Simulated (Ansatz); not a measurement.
System: ClH₂O₃Ta.

```xyz
7

Cl   -2.1768    1.1708    0.8648
O    -0.7063   -1.6611    0.0450
O     1.1642    0.2020    1.2739
O     0.1804    0.5368   -1.6471
Ta   -0.3117    0.0072    0.1033
H     1.6802   -0.4085    1.8083
H     0.2313    0.0847   -2.4942
```

Geometry: PBE0-D4/def2-SVP; core potentials replace the inner electrons of Ta.

These are results of isolated molecule in a Gaussian basis; Kohn-Sham density functional theory, functional PBE0 (Ansatz), not measurements.

Predict the electron density and electron localisation function between the atoms.

Ta–O (1.72 Å): ρ is about 1.7 e/Å³ halfway; the ELF peaks at about 0.80 in the valence shell of O, 0.5 Å from its nucleus, and drops to about 0.40 between the two atoms.
O–H (0.96 Å): the density is about 3.8 e/Å³ at the midpoint; the ELF climbs to about 1 towards the hydrogen, as it does in any bond to H; an ordinary covalent bond to hydrogen.
Ta–O (1.89 Å): ρ is about 1 e/Å³ halfway; the ELF peaks at about 0.85 in the valence shell of O, 0.6 Å from its nucleus, and drops to about 0.25 between the two atoms.

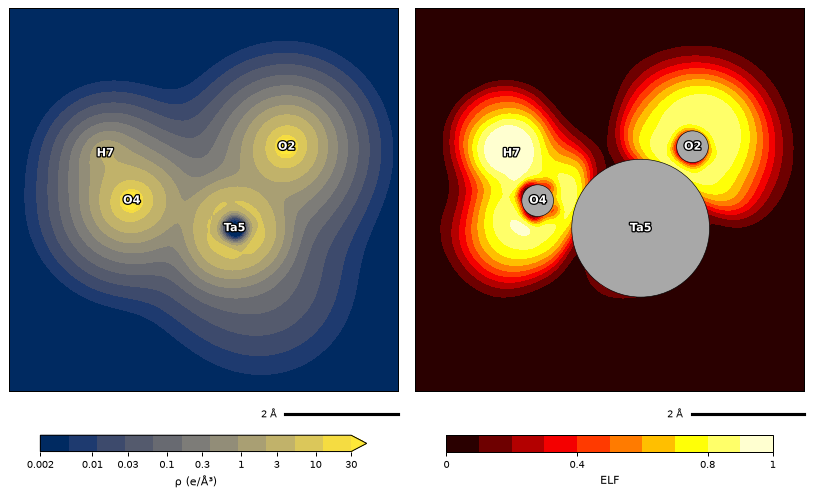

Computed electron density and electron localisation function on the plane of atoms Ta5, O4 and H7, in this order. Grey discs cover the atomic cores in the ELF map. 
